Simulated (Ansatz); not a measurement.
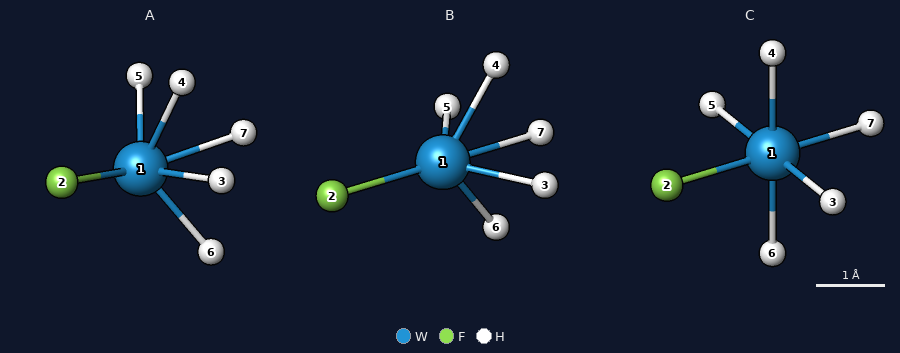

3 geometries from one relaxation of WH5F, in shuffled order. A ball-and-stick model, seen at a tilt.

The run prepares the start of a later molecular dynamics calculation, from a guessed geometry.

Method: RKS r2SCANh/def2-SVP in Ansatz 0.2.0. (no spin polarisation; force threshold 0.02 eV/Å; at most 40 steps)

Put them in the order of the run, from the start to the converged end.

Answer. C, B, A. They are steps 0, 6, 23, at +5.349 eV, +0.492 eV relative to the last. The largest moves after the best rigid fit, 0.60 Å, are those of H5 and H6. By element the largest moves are H 0.60 Å, W 0.57 Å, F 0.42 Å. Among the contacts that change: W1–H3 1.720 → 1.643 Å, W1–H7 1.720 → 1.679 Å, W1–F2 1.850 → 1.887 Å, W1–H5 1.720 → 1.696 Å. Among the angles between lasting bonds that change: H3–W1–H5 180.0° → 118.7°, F2–W1–H7 180.0° → 142.8°, F2–W1–H5 90.0° → 121.7°. The energy falls by 5.349 eV in 20 accepted moves (23 points after the start). Largest force component: 6.7 eV/Å at the start, 0.013 eV/Å at the end. The line search rejected the trial steps at points 11, 14, 19 of the run. The forces were under the threshold at step 8, but the run went on from there. The run took 2.2 min on 1 thread of Arm Neoverse V1 (shared host), peak memory 0.16 GiB.
